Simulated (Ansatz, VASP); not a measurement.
# Cross-check of Ge (germanene) between VASP and Ansatz, part 2 of 2

One calculation is typed for both programs; each brings its own data sets. How far apart do they land?  Valence electrons are named where the data sets of a main pair hold unlike numbers.

VASP 6.6.1 and Ansatz 0.2.0.

So far: Set-up; Ansatz: band structure, PBE with D3(BJ), spin-orbit coupling; VASP: band structure, PBE with D3(BJ), spin-orbit coupling.

## 3. VASP: band structure, PBE with D3(BJ), spin-orbit coupling (continued)

Level of this step: PBE with D3(BJ), spin-orbit coupling; plane waves and PAW (Ge) (VASP).

Numbers of over 12 decimals in the logs are rounded to 6 here.

OUTCAR, selected parts (step 3):

```text
ion  position               nearest neighbor table
   1  0.333  0.667  0.484-   2 2.43   2 2.43   2 2.43
   2  0.667  0.333  0.516-   1 2.43   1 2.43   1 2.43

  LATTYP: Found a hexagonal cell.
 ALAT       =     4.0367434961
 C/A-ratio  =     5.4499375601

 Subroutine GETGRP returns: Found 12 space group operations
 (whereof 12 operations were pure point group operations)

The static configuration has the point symmetry D_3d.

 Found     12 irreducible k-points:

   k-points           NKPTS =     12   k-points in BZ     NKDIM =     12   number of bands    NBANDS=     20

   dimension x,y,z NGX =    18 NGY =   18 NGZ =  108
   dimension x,y,z NGXF=    36 NGYF=   36 NGZF=  216

   ENCUT  =  350.0 eV  25.72 Ry    5.07 a.u.   6.16  6.16 33.56*2*pi/ulx,y,z

   NELECT =       8.0000    total number of electrons

 k-points in reciprocal lattice and weights: Automatic mesh
   0.00000000  0.00000000  0.00000000       0.012
   0.11111111  0.00000000  0.00000000       0.074
   0.22222222  0.00000000  0.00000000       0.074
   0.33333333  0.00000000  0.00000000       0.074
   0.44444444  0.00000000  0.00000000       0.074
   0.11111111  0.11111111  0.00000000       0.074
   0.22222222  0.11111111  0.00000000       0.148
   0.33333333  0.11111111  0.00000000       0.148
   0.44444444  0.11111111  0.00000000       0.074
   0.22222222  0.22222222  0.00000000       0.074
   0.33333333  0.22222222  0.00000000       0.148
   0.33333333  0.33333333  0.00000000       0.025

 dipolmoment           0.000000      0.000000     -0.000000 electrons x Angstroem

 average (electrostatic) potential at core
       1 -39.7878       2 -39.7878

 E-fermi :  -3.3100

 k-point     1 :       0.0000    0.0000    0.0000
  band No.  band energies     occupation
    ...
      4      -6.8354      1.00000
      5      -3.8299      1.00000
      6      -3.8299      1.00000
      7      -3.6353      1.00000
      8      -3.6353      1.00000
      9      -2.7481      0.00000
     10      -2.7481      0.00000
     11      -1.0239      0.00000
     12      -1.0239      0.00000
     13       0.5147      0.00000
    ...

 k-point     2 :       0.1111    0.0000    0.0000
  band No.  band energies     occupation
    ...
      4      -6.9594      1.00000
      5      -4.9311      1.00000
      6      -4.9311      1.00000
      7      -3.9972      1.00000
      8      -3.9972      1.00000
      9      -1.5807      0.00000
     10      -1.5807      0.00000
     11      -0.9655      0.00000
     12      -0.9655      0.00000
     13       0.4798      0.00000
    ...

 k-point     3 :       0.2222    0.0000    0.0000
  band No.  band energies     occupation
    ...
      4      -7.8623      1.00000
      5      -5.4618      1.00000
      6      -5.4618      1.00000
      7      -4.5259      1.00000
      8      -4.5259      1.00000
      9      -1.4080      0.00000
     10      -1.4080      0.00000
     11      -0.9096      0.00000
     12      -0.9096      0.00000
     13       1.0716      0.00000
    ...

 Edisp (eV)   -0.30629

  Total      -0.03639    -0.03639    -0.00604     0.00000    -0.00000     0.00000
  in kB      -0.18778    -0.18778    -0.03118     0.00000    -0.00000     0.00000
  external pressure =       -0.14 kB  Pullay stress =        0.00 kB

  energy-cutoff  :      350.00
  volume of cell :      310.47
      direct lattice vectors                 reciprocal lattice vectors
     4.036743496  0.000000000  0.000000000     0.247724435  0.143023769  0.000000000
    -2.018371748  3.495922416  0.000000000     0.000000000  0.286047538  0.000000000
     0.000000000  0.000000000 22.000000000     0.000000000  0.000000000  0.045454545

 POSITION                                       TOTAL-FORCE (eV/Angst)
 -----------------------------------------------------------------------------------
     -0.00000      2.33061     10.65096        -0.000000      0.000000      0.001134
      2.01837      1.16531     11.34904         0.000000     -0.000000     -0.001134
 -----------------------------------------------------------------------------------
    total drift:                               -0.000000      0.000000      0.000000

  FREE ENERGIE OF THE ION-ELECTRON SYSTEM (eV)
  ---------------------------------------------------
  free  energy   TOTEN  =        -8.3414144048 eV

  energy  without entropy=       -8.3407046499  energy(sigma->0) =       -8.34105953

 vacuum level on the upper side and lower side of the slab         1.153         1.153

 Spin-Orbit-Coupling matrix elements
 Ion:    1  E_soc:     -0.0131091
 Ion:    2  E_soc:     -0.0131091

[... 3 further parts left out ...]
```

The data set Ge keeps the semicore shell frozen, which is cheaper and a little less accurate.

## 4. Differences

Known differences besides the potentials themselves: spin-orbit coupling enters by fully relativistic files in Ansatz and inside the spheres in VASP; the data sets hold 28 valence electrons in Ansatz (on its fully relativistic PAW (standard-fr) files) and 8 in VASP; the cutoff is 420 eV in Ansatz and 350 eV in VASP (PREC = Normal). Total energies have different zeros and are not compared.

The two programs side by side:

```csv
quantity,Ansatz,VASP,difference
gap over the path points (eV),0.025,0.024,+0.001
```

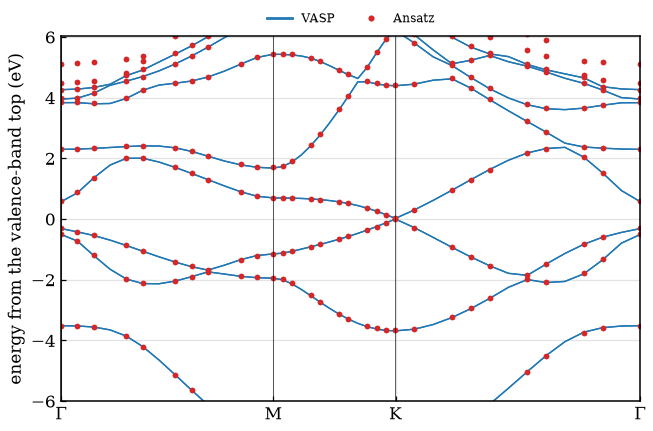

Bands from VASP (lines) and levels from Ansatz (dots). Dots without a line are higher empty bands that the VASP plot leaves out.

Levels at points of the path, from each program's valence-band top (eV; 8 filled, then empty):

```csv
k (reciprocal lattice),Ansatz,VASP
0.000 0.000 0.000,-11.21 -11.21 -3.53 -3.53 -0.50 -0.50 -0.30 -0.30 0.59 0.59 2.30 2.30 3.85 3.85,-11.23 -11.23 -3.51 -3.51 -0.51 -0.51 -0.31 -0.31 0.57 0.57 2.30 2.30 3.84 3.84
0.038 0.000 0.000,-11.20 -11.20 -3.54 -3.54 -0.72 -0.72 -0.41 -0.41 0.88 0.88 2.31 2.31 3.85 3.85,-11.21 -11.21 -3.52 -3.52 -0.73 -0.73 -0.42 -0.42 0.87 0.87 2.31 2.31 3.84 3.84
0.077 0.000 0.000,-11.15 -11.15 -3.57 -3.57 -1.19 -1.19 -0.53 -0.53 1.37 1.37 2.33 2.33 3.81 3.81,-11.16 -11.16 -3.56 -3.56 -1.20 -1.20 -0.54 -0.54 1.36 1.36 2.33 2.33 3.80 3.80
0.154 0.000 0.000,-10.95 -10.95 -3.87 -3.87 -1.96 -1.96 -0.86 -0.86 2.01 2.01 2.39 2.39 3.98 3.98,-10.97 -10.97 -3.86 -3.86 -1.98 -1.98 -0.87 -0.87 2.00 2.00 2.39 2.39 3.98 3.98
0.192 0.000 0.000,-10.81 -10.81 -4.21 -4.21 -2.11 -2.11 -1.05 -1.05 2.02 2.02 2.42 2.42 4.25 4.25,-10.82 -10.82 -4.20 -4.20 -2.13 -2.13 -1.06 -1.06 2.01 2.01 2.41 2.41 4.25 4.25
0.269 0.000 0.000,-10.44 -10.44 -5.13 -5.13 -2.03 -2.03 -1.40 -1.40 1.71 1.71 2.35 2.35 4.49 4.49,-10.45 -10.45 -5.14 -5.14 -2.04 -2.04 -1.42 -1.42 1.70 1.70 2.35 2.35 4.48 4.48
0.308 0.000 0.000,-10.21 -10.21 -5.63 -5.63 -1.89 -1.89 -1.56 -1.56 1.51 1.51 2.24 2.24 4.56 4.56,-10.22 -10.22 -5.64 -5.64 -1.90 -1.90 -1.57 -1.57 1.50 1.50 2.23 2.23 4.55 4.55
0.346 0.000 0.000,-9.96 -9.96 -6.12 -6.12 -1.73 -1.73 -1.67 -1.67 1.30 1.30 2.09 2.09 4.70 4.70,-9.98 -9.98 -6.12 -6.12 -1.74 -1.74 -1.68 -1.68 1.30 1.30 2.07 2.07 4.68 4.68
0.423 0.000 0.000,-9.46 -9.46 -6.95 -6.95 -1.87 -1.87 -1.34 -1.34 0.90 0.90 1.81 1.81 5.12 5.12,-9.47 -9.47 -6.96 -6.96 -1.89 -1.89 -1.34 -1.34 0.90 0.90 1.79 1.79 5.10 5.10
0.462 0.000 0.000,-9.26 -9.26 -7.24 -7.24 -1.92 -1.92 -1.20 -1.20 0.76 0.76 1.73 1.73 5.34 5.34,-9.27 -9.27 -7.25 -7.25 -1.93 -1.93 -1.20 -1.20 0.76 0.76 1.71 1.71 5.33 5.33
```

At this near-relaxed geometry the largest component of a force difference is 66 meV/Å. Among the levels compared at these points, filled levels agree within 21 meV and empty ones within 22 meV. With vacuum in the cell, a pressure given here is an average over mostly empty space and none of the material.

## 5. Other set-ups

Further runs change the set-up of one program: Ansatz's method, potentials or start, or VASP's data sets, cutoff or form of LDA. The table gives Ansatz less VASP for each quantity, since a change that brings one quantity closer may part another.

```csv
run,r.m.s. force difference (meV/Å),gap over the path points (eV)
as above,38,7.0e-4
Ansatz's larger PAW set (cutoff 560 eV),38,7.0e-4
norm-conserving potentials (cutoff 1061 eV),32,6.0e-4
```

## 6. Results

```
r.m.s. force difference (band structure, PBE with D3(BJ), spin-orbit coupling) : 38 meV/Å
```

The r.m.s. force difference is 38 meV/Å (band structure, PBE with D3(BJ), spin-orbit coupling), beyond the 12 meV/Å picked in this series as the mark of a large difference. The data sets hold unlike numbers of valence electrons (28 in Ansatz and 8 in VASP), so part of the differences comes from the potentials. For band structure, PBE with D3(BJ), spin-orbit coupling, no further run moves any of the tabulated differences by more than a quarter of its size. 6 further runs of this series are not shown here. Such differences can come from data sets, numerical settings and the points named under the comparisons, not from the functional's error against experiment.

[Lines on the potential files, build, host, timing and source positions are cut from VASP's logs without a mark.]

[Logs are printed without paths, hosts, clocks, repeated set-up lines and the standing remarks that a program may print on its own settings, such as how far it seeks lower states.]

[Hosts, paths, dates, database ids (printed as entryN), source tags and the programs' standing remarks are cut or masked in the printed files.]
